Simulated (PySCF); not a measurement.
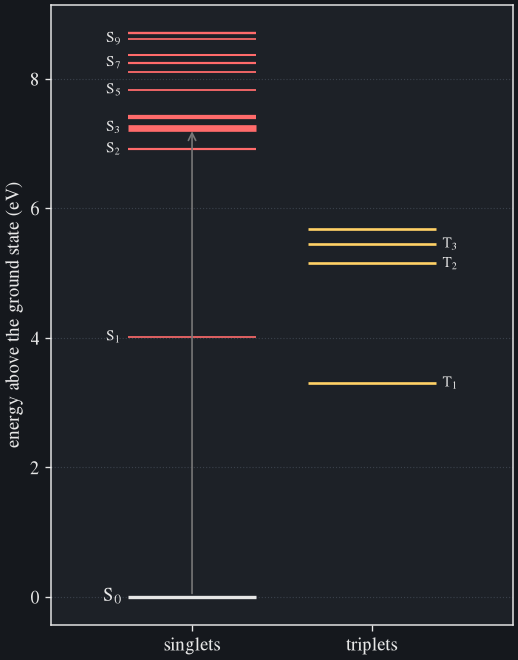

State diagram of C₂H₇AsOSi, SMILES CC(=O)[SiH2][AsH2]. Vertical TDHF excitations, HF/def2-SVPD, PySCF, at a PBE0-D3(BJ)/def2-SVP geometry (no frequency check), gas phase. Triplets in the Tamm-Dancoff approximation; only the lowest 10 singlets and 4 triplets were computed. Thicker singlet lines are brighter; the arrow marks the brightest.

Q: What are the energy, strength and character of the state that the arrow marks?

A: S3 at 7.24 eV (171 nm), f = 0.328, mixed, the largest part being HOMO → LUMO (37 %).

Q: How many of the triplet levels drawn lie below S1?

A: 1 of 4 (T1 3.31 eV, T2 5.15 eV, T3 5.45 eV, T4 5.69 eV; S1 4.01 eV).

Q: What character does the calculation give T1?

A: Mainly HOMO−1 → LUMO+2 (64 %).

Caveats: one conformer of a flexible molecule; core orbitals are frozen in the response.
